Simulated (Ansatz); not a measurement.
CsCl-type TiCo, treated with r²SCAN0 in Ansatz (PAW).

Settings: plane-wave cutoff 520 eV, 10×10×10 k mesh, Fermi–Dirac smearing 0.05 eV, no spin polarisation, scalar-relativistic PAW data made under PBE.

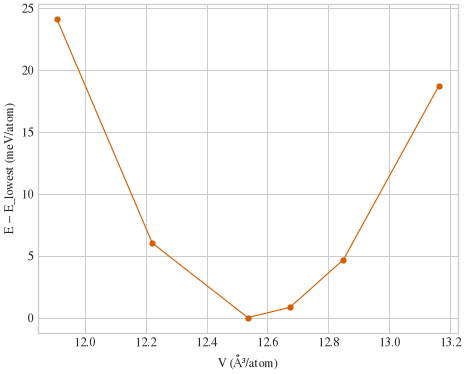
Fig. 1. Total energy against volume

Task: From the curve, estimate the equilibrium volume and the bulk modulus.

Result: V0 ≈ 12.5 Å³/atom and B0 ≈ 220 GPa; the fit gives V0 = 12.549 Å³/atom, B0 = 217 GPa, B′ = 4.1.

Measured, for comparison: bulk modulus 154 GPa, equilibrium volume per atom 13.43 Å³/atom (room temperature, not corrected to a static lattice; as tabulated in Yamada et al. (2019), arXiv:1910.09660). Computed (rounded) less measured: bulk modulus +41 %, equilibrium volume per atom -6.6 %.

Note: the run has no spin polarisation, so it can have missed a magnetic state.

Computed values are for the static lattice.

Ansatz is a first-principles code.
